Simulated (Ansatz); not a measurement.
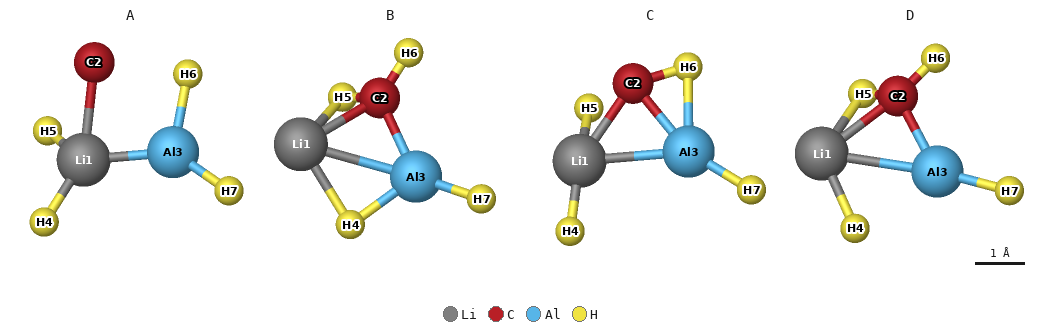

4 geometries from one relaxation of CH₄AlLi, in shuffled order. The picture is a ball-and-stick view, seen at a tilt.

It is one of the separated reactants of a reaction.

Level of theory: Ansatz 0.2.0, RKS PBE-D4/def2-SVP. Settings: force threshold 0.03 eV/Å; at most 250 steps.

### Order the frames from highest to lowest energy.

A, C, D, B. They are steps 0, 4, 8, 17, at +1096.2 kJ/mol, +416.8 kJ/mol, +49.3 kJ/mol relative to the last. The energy falls by 1096.2 kJ/mol in 16 accepted moves (17 points after the start). Largest force component: 4.4 eV/Å at the start, 0.026 eV/Å at the end. The line search rejected the trial step at point 15 of the run. The largest move after the best rigid fit is that of Li1, 1.02 Å. Largest moves by element: Li 1.02 Å, H 1.01 Å, C 1.00 Å, Al 0.61 Å. Near-neighbour distances that change, for instance: Al3–H4 3.019 → 1.684 Å, C2–H5 2.200 → 1.122 Å, Al3–H6 1.666 → 2.636 Å, C2–H6 1.946 → 1.106 Å. New bonds form: C2–Al3 (2.45 → 1.88 Å), C2–H6 (1.95 → 1.11 Å). Bonds break: Al3–H6 (1.67 → 2.64 Å). Among the angles between lasting bonds that change: Al3–Li1–H4 122.2° → 43.1°, C2–Li1–H4 146.5° → 89.9°, Al3–Li1–H5 121.9° → 71.5°. Cost: 20 s on 2 threads of Arm Neoverse V1 (shared host).
